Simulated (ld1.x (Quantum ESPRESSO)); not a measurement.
# How the radius of the d waves shapes a TM potential for Mo

One potential is built and tested. Then the radius of the d waves is changed, to learn what it costs or gains.

Program: ld1.x (Quantum ESPRESSO) 7.5. Reference atom: PBE, scalar-relativistic, spherical and spin-unpolarised. All values are calculated.

## (1) Settings

Typed settings, in words:

* element: molybdenum (Mo, Z = 42)
* type: norm-conserving Troullier–Martins (Kleinman–Bylander form)
* frozen core: [Kr]
* valence charge: 6
* reference configuration: 4d5 5s1 5p0
* partial waves: 5s (bound): rc 2.45 bohr; 5p (bound, empty): rc 4.20 bohr; 4d (bound): rc 1.30 bohr
* local potential: the d channel
* core correction: not asked for

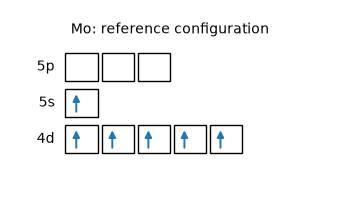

The outer shells as boxes. The arrows follow Hund's rule for the drawing; the calculation itself is spin-unpolarised.

The nodes and maxima of the atom's own shells, from an earlier all-electron run, set the scale for the radii.

All-electron outer shells of the reference configuration (PBE, scalar-relativistic, ld1.x):

```json
{"shell": "4s", "level (eV)": "-64.35", "outermost node (bohr)": "0.51", "outermost maximum (bohr)": "0.99"}
{"shell": "4p", "level (eV)": "-38.49", "outermost node (bohr)": "0.52", "outermost maximum (bohr)": "1.08"}
{"shell": "5s", "level (eV)": "-4.09", "outermost node (bohr)": "1.34", "outermost maximum (bohr)": "2.93"}
{"shell": "4d", "level (eV)": "-3.75", "outermost node (bohr)": "0.53", "outermost maximum (bohr)": "1.38"}
{"shell": "5p", "level (eV)": "-1.04", "outermost node (bohr)": "1.54", "outermost maximum (bohr)": "4.11"}
```

## (2) The first potential

Mo.in

```
 &input
   title='Mo', zed=42., rel=1, dft='PBE', iswitch=3,
   config='[Kr] 4d5 5s1 5p0',
   nld=3, rlderiv=4.55, eminld=-2.0, emaxld=5.0, deld=0.02
 /
 &inputp
   pseudotype=2, tm=.true., lloc=2,
   nlcc=.false.,
   file_pseudopw='Mo.UPF', file_wfcaegen='ae.wfc', file_wfcncgen='nc.wfc', file_beta='beta', file_chi='chi'
 /
3
5S  1  0   1.00   0.00  2.45  2.45  0.0
5P  2  1   0.00   0.00  4.20  4.20  0.0
4D  3  2   5.00   0.00  1.30  1.30  0.0
 &test
   configts(1)='4d5 5s1 5p0'
 /
```

Command:

```bash
ld1.x < Mo.in > Mo.out
```

The output, Mo.out (without the banner and most projector matrices):

```text
     Program LD1 v.7.5
     --------------------------- All-electron run ----------------------------

     Mo
     scalar relativistic calculation

     atomic number is 42.00
     dft =PBE   lsd =0 sic =0 latt =0  beta=0.20 tr2=1.0E-14
     Exchange-correlation= PBE
                           (   1   4   3   4   0   0   0)
     mesh =1229 r(mesh) = 100.71859 a.u. xmin = -7.00 dx = 0.01250
     1 Ry =  13.60569312 eV, c = 137.03599908

     n l     nl                  e(Ry)          e(Ha)          e(eV)
     1 0     1S 1( 2.00)     -1456.9408      -728.4704    -19822.6900
     2 0     2S 1( 2.00)      -205.7692      -102.8846     -2799.6323
     2 1     2P 1( 6.00)      -183.9502       -91.9751     -2502.7696
     3 0     3S 1( 2.00)       -35.0245       -17.5123      -476.5332
     3 1     3P 1( 6.00)       -27.8740       -13.9370      -379.2445
     4 0     4S 1( 2.00)        -4.7294        -2.3647       -64.3466
     4 1     4P 1( 6.00)        -2.8286        -1.4143       -38.4852
     3 2     3D 1(10.00)       -16.2417        -8.1208      -220.9794
     4 2     4D 1( 5.00)        -0.2758        -0.1379        -3.7528
     5 0     5S 1( 1.00)        -0.3003        -0.1502        -4.0863
     5 1     5P 1( 0.00)        -0.0767        -0.0383        -1.0434

     final scf error:  3.0E-18 reached in  30 iterations

     Etot =   -8097.243804 Ry,   -4048.621902 Ha, -110168.614337 eV

     Ekin =    8348.961097 Ry,    4174.480548 Ha,  113593.402581 eV
     Encl =  -19514.479581 Ry,   -9757.239791 Ha, -265508.020635 eV
     Eh   =    3315.195666 Ry,    1657.597833 Ha,   45105.534870 eV
     Exc  =    -246.920985 Ry,    -123.460493 Ha,   -3359.531153 eV

     normalization and overlap integrals

     s(1S/1S) =  1.000000  <r> =   0.0352  <r2> =    0.0017  r(max) =   0.0229
     s(2S/2S) =  1.000000  <r> =   0.1537  <r2> =    0.0279  r(max) =   0.1303
     s(2P/2P) =  1.000000  <r> =   0.1340  <r2> =    0.0219  r(max) =   0.1041
     s(3S/3S) =  1.000000  <r> =   0.4289  <r2> =    0.2107  r(max) =   0.3819
     s(3P/3P) =  1.000000  <r> =   0.4306  <r2> =    0.2158  r(max) =   0.3771
     s(4S/4S) =  1.000000  <r> =   1.1075  <r2> =    1.3914  r(max) =   0.9874
     s(4P/4P) =  1.000000  <r> =   1.2378  <r2> =    1.7597  r(max) =   1.0777
     s(3D/3D) =  1.000000  <r> =   0.4153  <r2> =    0.2074  r(max) =   0.3246
     s(4D/4D) =  1.000000  <r> =   1.9997  <r2> =    5.0758  r(max) =   1.3838
     s(5S/5S) =  1.000000  <r> =   3.5954  <r2> =   14.9208  r(max) =   2.9295
     s(5P/5P) =  1.000000  <r> =   5.3883  <r2> =   34.4647  r(max) =   4.1055

     ------------------------ End of All-electron run ------------------------

     --------------------- Generating NC pseudopotential ---------------------

      Generating local pot.: lloc=2, matching radius rcloc =   1.3000

      Wfc   5S  rcut= 2.429  Using Troullier-Martins method

      Wfc   5P  rcut= 4.209  Using Troullier-Martins method

     ------------------- End of pseudopotential generation -------------------

     [... the all-electron block is printed once more ...]


     Computing logarithmic derivative in   4.56583
     Computing logarithmic derivative in   4.56583
     Computing the partial wave expansion
     R is outside the sphere for l=    0 j= 0.00
     R is outside the sphere for l=    1 j= 0.00
       no projector for channel:   2

     ---------------------- Testing the pseudopotential ----------------------

     Mo
     scalar relativistic calculation

     atomic number is 42.00   valence charge is  6.00
     dft =PBE   lsd =0 sic =0 latt =0  beta=0.20 tr2=1.0E-14
     mesh =1229 r(mesh) = 100.71859 xmin = -7.00 dx = 0.01250

     n l     nl             e AE (Ry)        e PS (Ry)    De AE-PS (Ry)
     3 2     4D   1( 5.00)       -0.27582       -0.27580       -0.00003
     1 0     5S   1( 1.00)       -0.30034       -0.30034        0.00000
     2 1     5P   1( 0.00)       -0.07669       -0.07669        0.00000

     eps = 6.8E-15  iter = 27

     Etot =   -8097.243804 Ry,   -4048.621902 Ha, -110168.614337 eV
     Etotps =   -15.366657 Ry,      -7.683329 Ha,    -209.074021 eV

     Ekin =      18.133617 Ry,       9.066809 Ha,     246.720433 eV
     Encl =     -44.944884 Ry,     -22.472442 Ha,    -611.506298 eV
     Ehrt =      14.767635 Ry,       7.383817 Ha,     200.923907 eV
     Ecxc =      -3.679345 Ry,      -1.839673 Ha,     -50.060044 eV
     Epseu=       0.356320 Ry,       0.178160 Ha,       4.847981 eV

     ---------------------- End of pseudopotential test ----------------------
```

Wall time 2.4 s (1 thread, shared host). (Generation and the later configuration tests together.)

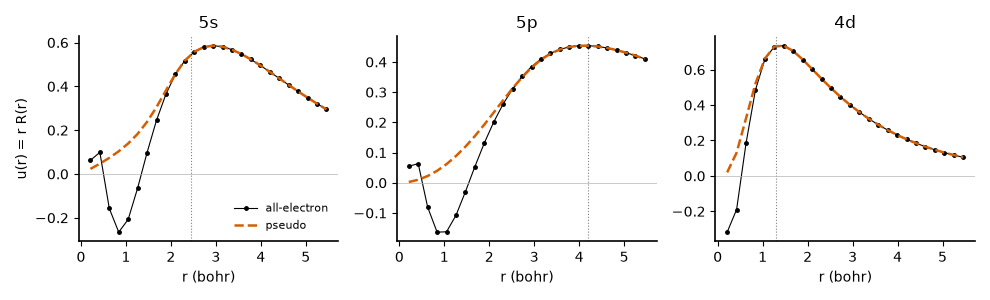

All-electron and pseudo partial waves (5s, 5p, 4d), with the matching radii dotted. The curves join 26 sampled radii, too few to resolve the innermost nodes.

## (3) Transferability test

Mo.test.in

```
 &input
   title='Mo', zed=42., rel=1, dft='PBE', iswitch=2,
   config='[Kr] 4d5 5s1 5p0'
 /
 &test
   file_pseudo='Mo.UPF', nconf=8,
   configts(1)='4d5 5s1 5p0',
   configts(2)='4d5 5s0 5p0',
   configts(3)='4d4 5s0 5p0',
   configts(4)='4d3 5s0 5p0',
   configts(5)='4d5 5s0.5 5p0',
   configts(6)='4d4 5s1 5p0',
   configts(7)='4d4 5s2 5p0',
   configts(8)='4d2 5s0 5p0'
 /
```

Command:

```bash
ld1.x < Mo.test.in > Mo.test.out
```

Mo.test.out, the pseudopotential blocks, each with the warnings that came before it:

```text
     ---------------------- Testing the pseudopotential ----------------------

     Mo
     scalar relativistic calculation

     atomic number is 42.00   valence charge is  6.00
     dft =PBE   lsd =0 sic =0 latt =0  beta=0.20 tr2=1.0E-14
     mesh =1229 r(mesh) = 100.71859 xmin = -7.00 dx = 0.01250

     n l     nl             e AE (Ry)        e PS (Ry)    De AE-PS (Ry)
     3 2     4D   1( 5.00)       -0.27582       -0.27580       -0.00003
     1 0     5S   1( 1.00)       -0.30034       -0.30034        0.00000
     2 1     5P   1( 0.00)       -0.07669       -0.07669        0.00000

     eps = 7.2E-15  iter = 27

     Etot =   -8097.243804 Ry,   -4048.621902 Ha, -110168.614337 eV
     Etotps =   -15.366657 Ry,      -7.683329 Ha,    -209.074021 eV

     Ekin =      18.133617 Ry,       9.066809 Ha,     246.720433 eV
     Encl =     -44.944884 Ry,     -22.472442 Ha,    -611.506298 eV
     Ehrt =      14.767635 Ry,       7.383817 Ha,     200.923907 eV
     Ecxc =      -3.679345 Ry,      -1.839673 Ha,     -50.060044 eV
     Epseu=       0.356320 Ry,       0.178160 Ha,       4.847981 eV

     ---------------------- End of pseudopotential test ----------------------

     ---------------------- Testing the pseudopotential ----------------------

     Mo
     [...]
     n l     nl             e AE (Ry)        e PS (Ry)    De AE-PS (Ry)
     3 2     4D   1( 5.00)       -0.76541       -0.76085       -0.00456
     1 0     5S   1( 0.00)       -0.72238       -0.71818       -0.00420
     2 1     5P   1( 0.00)       -0.43422       -0.43203       -0.00219

     eps = 1.3E-15  iter = 13

     Etot =   -8096.737397 Ry,   -4048.368698 Ha, -110161.724320 eV
     Etotps =   -14.861550 Ry,      -7.430775 Ha,    -202.201685 eV
     dEtot_ae =       0.506407 Ry
     dEtot_ps =       0.505107 Ry,   Delta E=       0.001299 Ry

     [...]
     ---------------------- End of pseudopotential test ----------------------

     Warning: n=2, l=1 expected 0 nodes, found 1
     ---------------------- Testing the pseudopotential ----------------------

     Mo
     [...]
     n l     nl             e AE (Ry)        e PS (Ry)    De AE-PS (Ry)
     3 2     4D   1( 4.00)       -1.53074       -1.52802       -0.00272
     1 0     5S   1( 0.00)       -1.30116       -1.28889       -0.01228  !
     2 1     5P   1( 0.00)       -0.93263       -0.93263        0.00000

     eps = 1.3E-15  iter = 14

     Etot =   -8095.600994 Ry,   -4047.800497 Ha, -110146.262764 eV
     Etotps =   -13.729419 Ry,      -6.864710 Ha,    -186.798264 eV
     dEtot_ae =       1.642810 Ry
     dEtot_ps =       1.637238 Ry,   Delta E=       0.005572 Ry

     [...]
     ---------------------- End of pseudopotential test ----------------------

     Warning: n=1, l=0 expected 0 nodes, found 1
     ---------------------- Testing the pseudopotential ----------------------

     Mo
     [...]
     n l     nl             e AE (Ry)        e PS (Ry)    De AE-PS (Ry)
     3 2     4D   1( 3.00)       -2.41857       -2.42378        0.00521  !
     1 0     5S   1( 0.00)       -1.96231       -2.12248        0.16017  !
     2 1     5P   1( 0.00)       -1.51918       -1.51918        0.00000

     eps = 9.8E-15  iter = 13

     Etot =   -8093.635334 Ry,   -4046.817667 Ha, -110119.518600 eV
     Etotps =   -11.762733 Ry,      -5.881366 Ha,    -160.040133 eV
     dEtot_ae =       3.608470 Ry
     dEtot_ps =       3.603924 Ry,   Delta E=       0.004546 Ry

     [...]
     ---------------------- End of pseudopotential test ----------------------

     ---------------------- Testing the pseudopotential ----------------------

     Mo
     [...]
     n l     nl             e AE (Ry)        e PS (Ry)    De AE-PS (Ry)
     3 2     4D   1( 5.00)       -0.51001       -0.50845       -0.00157
     1 0     5S   1( 0.50)       -0.50411       -0.50305       -0.00106
     2 1     5P   1( 0.00)       -0.24675       -0.24638       -0.00037

     eps = 5.9E-15  iter = 26

     Etot =   -8097.043394 Ry,   -4048.521697 Ha, -110165.887629 eV
     Etotps =   -15.166405 Ry,      -7.583203 Ha,    -206.349455 eV
     dEtot_ae =       0.200409 Ry
     dEtot_ps =       0.200252 Ry,   Delta E=       0.000157 Ry

     [...]
     ---------------------- End of pseudopotential test ----------------------

     ---------------------- Testing the pseudopotential ----------------------

     Mo
     [...]
     n l     nl             e AE (Ry)        e PS (Ry)    De AE-PS (Ry)
     3 2     4D   1( 4.00)       -0.93829       -0.94061        0.00232
     1 0     5S   1( 1.00)       -0.80656       -0.80386       -0.00270
     2 1     5P   1( 0.00)       -0.49297       -0.49297        0.00000

     eps = 1.0E-14  iter = 24

     Etot =   -8096.651146 Ry,   -4048.325573 Ha, -110160.550817 eV
     Etotps =   -14.773193 Ry,      -7.386597 Ha,    -200.999536 eV
     dEtot_ae =       0.592658 Ry
     dEtot_ps =       0.593464 Ry,   Delta E=      -0.000806 Ry

     [...]
     ---------------------- End of pseudopotential test ----------------------

     ---------------------- Testing the pseudopotential ----------------------

     Mo
     [...]
     n l     nl             e AE (Ry)        e PS (Ry)    De AE-PS (Ry)
     3 2     4D   1( 4.00)       -0.41543       -0.41963        0.00420
     1 0     5S   1( 2.00)       -0.35854       -0.35756       -0.00098
     2 1     5P   1( 0.00)       -0.10539       -0.10386       -0.00153

     eps = 8.5E-15  iter = 32

     Etot =   -8097.229206 Ry,   -4048.614603 Ha, -110168.415718 eV
     Etotps =   -15.349815 Ry,      -7.674908 Ha,    -208.844876 eV
     dEtot_ae =       0.014598 Ry
     dEtot_ps =       0.016842 Ry,   Delta E=      -0.002244 Ry

     [...]
     ---------------------- End of pseudopotential test ----------------------

     ---------------------- Testing the pseudopotential ----------------------

     Mo
     [...]
     n l     nl             e AE (Ry)        e PS (Ry)    De AE-PS (Ry)
     3 2     4D   1( 2.00)       -3.40343       -3.41295        0.00953  !
     1 0     5S   1( 0.00)       -2.69065       -2.69065        0.00000
     2 1     5P   1( 0.00)       -2.17762       -2.17762        0.00000

     eps = 5.9E-15  iter = 14

     Etot =   -8090.731820 Ry,   -4045.365910 Ha, -110080.014279 eV
     Etotps =    -8.850624 Ry,      -4.425312 Ha,    -120.418874 eV
     dEtot_ae =       6.511984 Ry
     dEtot_ps =       6.516033 Ry,   Delta E=      -0.004049 Ry

     [...]
     ---------------------- End of pseudopotential test ----------------------
```

Excitation and ionisation energies from 4d5 5s1 5p0, with the error of the potential. A star marks tests that logged a warning. The frozen-core shift comes from a second all-electron run, not shown, with the core orbitals held at their reference shape; it is that run's ΔE less the relaxed one.

| valence configuration | charge | ΔE all-electron (eV) | error AE − PS (meV) | frozen-core shift (meV) |
| --- | --- | --- | --- | --- |
| 4d5 5s0 5p0 | +1 | 6.890 | +18 | +4.1 |
| 4d4 5s0 5p0 * | +2 | 22.352 | +76 | +72 |
| 4d3 5s0 5p0 * | +3 | 49.096 | +62 | +481 |
| 4d5 5s0.5 5p0 | +0.5 | 2.727 | +2.1 | +1.3 |
| 4d4 5s1 5p0 | +1 | 8.064 | -11 | +42 |
| 4d4 5s2 5p0 | 0 | 0.199 | -31 | +39 |
| 4d2 5s0 5p0 | +4 | 88.600 | -55 | +1548 |

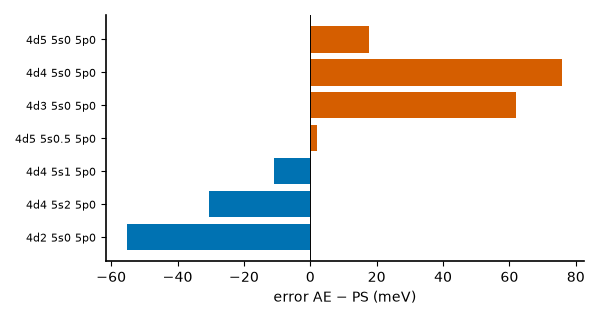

Error of the potential in each test configuration.

[end of part 1 of 2]
